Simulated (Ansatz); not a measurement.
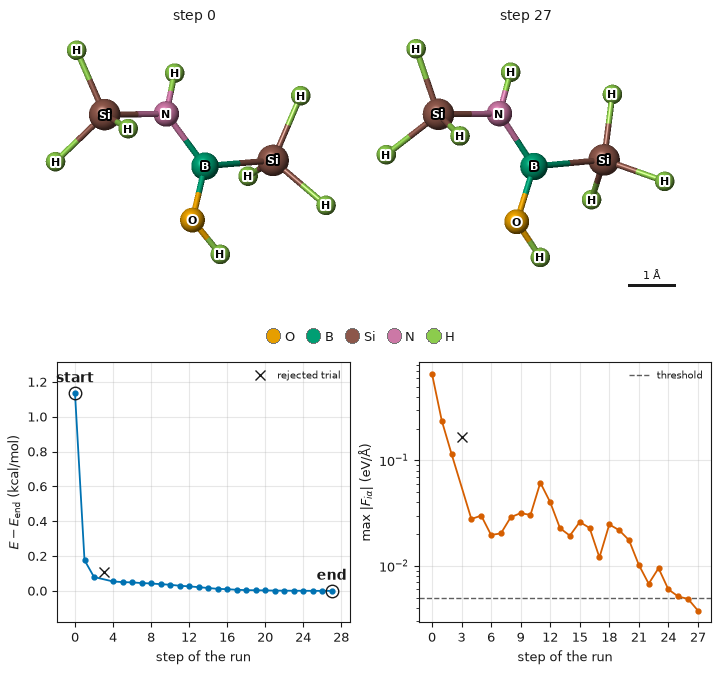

First and last geometry of a relaxation of BSi2NH8O, with the history of the run. Style: ball-and-stick. Shown from a free direction.

The start comes from PBE-D4/def2-SVP.

Computed with Ansatz, RKS PBE0-D4/def2-TZVP.

Input
```yaml
crystal:
  periodic: [false, false, false]
  atoms:
    - {symbol: O, position_ang: [-1.611799, -0.175079, 0.376384]}
    - {symbol: B, position_ang: [-0.247973, -0.366918, 0.271482]}
    - {symbol: Si, position_ang: [0.710307, -2.013671, 1.018016]}
    - {symbol: N, position_ang: [0.471517, 0.646574, -0.423940]}
    - {symbol: Si, position_ang: [-0.268255, 2.089795, -1.147466]}
    - {symbol: H, position_ang: [-2.063675, -0.878054, 0.870550]}
    - {symbol: H, position_ang: [2.124464, -1.703030, 1.445367]}
    - {symbol: H, position_ang: [0.795524, -3.118205, -0.008999]}
    - {symbol: H, position_ang: [-0.012282, -2.592192, 2.212993]}
    - {symbol: H, position_ang: [1.484559, 0.542966, -0.509251]}
    - {symbol: H, position_ang: [-1.274483, 1.722538, -2.201106]}
    - {symbol: H, position_ang: [0.854190, 2.866823, -1.778949]}
    - {symbol: H, position_ang: [-0.941595, 2.943652, -0.110483]}
basis:
  gaussian: {orbitals: def2-TZVP}
hamiltonian: {xc: pbe0, dispersion: d4}
relax: {f_tol: 0.005, max_steps: 150}
```

Run as
```bash
ansatz run in.yaml --threads 4 --pin off --events-out ev --progress --plain --max-ram 10444MiB
```

Q: What do the curves and the structures tell?

A: It converged. H9 moves most after the best rigid fit: 0.63 Å. Largest moves by element: H 0.63 Å, O 0.22 Å, N 0.07 Å, B 0.07 Å, Si 0.07 Å. Among the contacts that change: N4–Si5 1.776 → 1.747 Å, Si3–H7 1.510 → 1.491 Å, Si5–H11 1.503 → 1.484 Å, Si5–H12 1.504 → 1.486 Å. Groups turn about B2–Si3 by about 30°. After 26 accepted moves (27 points after the start) the energy has fallen by 1.13 kcal/mol. The largest force component goes from 0.66 to 0.0038 eV/Å. The line search rejected the trial step at point 3 of the run.
